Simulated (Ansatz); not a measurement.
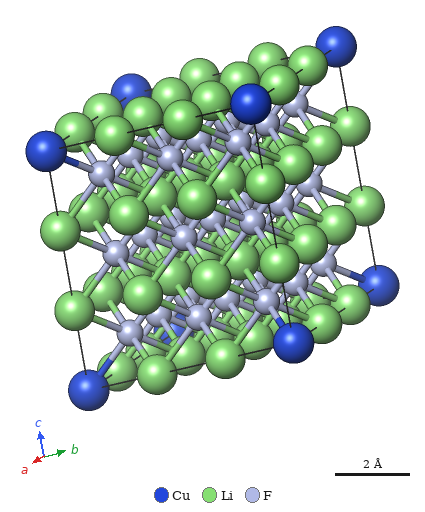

This is the input geometry for a relaxation of a defect cell of composition Li₂₆CuF₂₇. The picture is a ball-and-stick view of the cell of the calculation, seen slightly off an axis.

Theory: DFT, PBE, plane-wave PAW, default files, scalar-relativistic in Ansatz 0.2.0.

Settings: plane-wave cutoff 420 eV; k-point mesh 3 × 3 × 3; occupations fermi dirac; smearing width 0.01 eV; no spin polarisation; atoms relaxed in a fixed cell; force threshold 0.03 eV/Å; at most 40 steps.

```xyz
54
Lattice="0.0000 6.0420 6.0420 6.0420 0.0000 6.0420 6.0420 6.0420 0.0000" Properties=species:S:1:pos:R:3 pbc="T T T"
Cu    0.0000    0.0000    0.0000
Li    8.0560    2.0140    6.0420
Li   10.0700    4.0280    6.0420
Li    8.0560    6.0420    2.0140
Li    4.0280    2.0140    2.0140
Li    6.0420   10.0700    8.0560
Li   10.0700    6.0420    4.0280
Li    6.0420    2.0140    4.0280
Li    8.0560    4.0280    4.0280
Li    6.0420    8.0560    2.0140
Li    2.0140    4.0280    2.0140
Li   10.0700    6.0420    8.0560
Li    8.0560    8.0560    4.0280
Li    4.0280    4.0280    4.0280
Li    6.0420    6.0420    4.0280
Li   10.0700    8.0560    6.0420
Li    6.0420    4.0280    6.0420
Li    8.0560    6.0420    6.0420
Li    6.0420   10.0700    4.0280
Li    8.0560    6.0420   10.0700
Li    4.0280    8.0560    4.0280
Li    8.0560   10.0700    6.0420
Li    4.0280    6.0420    6.0420
Li    6.0420    8.0560    6.0420
Li   10.0700   10.0700    8.0560
Li    6.0420    6.0420    8.0560
Li    8.0560    8.0560    8.0560
F     2.0140    2.0140    2.0140
F     4.0280    4.0280    2.0140
F     6.0420    6.0420    2.0140
F     4.0280    2.0140    4.0280
F     6.0420    4.0280    4.0280
F     8.0560    6.0420    4.0280
F     6.0420    2.0140    6.0420
F     8.0560    4.0280    6.0420
F    10.0700    6.0420    6.0420
F     2.0140    4.0280    4.0280
F     4.0280    6.0420    4.0280
F     6.0420    8.0560    4.0280
F     4.0280    4.0280    6.0420
F     6.0420    6.0420    6.0420
F     8.0560    8.0560    6.0420
F     6.0420    4.0280    8.0560
F     8.0560    6.0420    8.0560
F    10.0700    8.0560    8.0560
F     2.0140    6.0420    6.0420
F     4.0280    8.0560    6.0420
F     6.0420   10.0700    6.0420
F     4.0280    6.0420    8.0560
F     6.0420    8.0560    8.0560
F     8.0560   10.0700    8.0560
F     6.0420    6.0420   10.0700
F     8.0560    8.0560   10.0700
F    10.0700   10.0700   10.0700
```

> Where does the relaxation end?

The largest moves, 0.13 Å, are those of F30, F34, F36, F46, F48 and F52. F36 goes along [1 −1 −1]. By element the largest moves are F 0.13 Å, Li 0.02 Å. Cu stays in place. The lattice vectors keep their values. Among the contacts that change: Cu1–F30 2.014 → 2.149 Å, Li15–F30 2.014 → 1.904 Å, Li15–F41 2.014 → 1.989 Å, Li10–F30 2.014 → 2.034 Å. Bond angles that change, for instance: Li4–F30–Li12 180.0° → 173.3°, F48–Li19–F52 90.0° → 96.7°, F39–Li19–F48 90.0° → 86.2°. After 5 geometry steps the energy has fallen by 0.691 eV per cell of the calculation. The largest force component goes from 1.8 to 0.0011 eV/Å. The run took 3.7 min on 1 thread of Arm Neoverse V2, on a shared host, peak memory 1.1 GiB.

Step by step:

```
step  E − E(0), meV/atom  largest force component, eV/Å
   0                0.00                         1.7938
   1               -9.32                         0.8782
   2              -12.55                         0.1155
   3              -12.72                         0.0437
   4              -12.78                         0.0518
   5              -12.80                         0.0011
```

After the run, drawn alike:

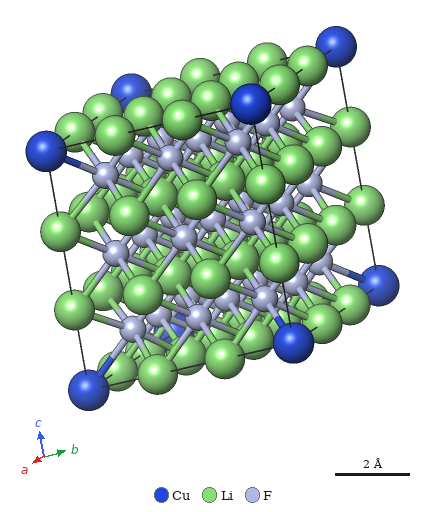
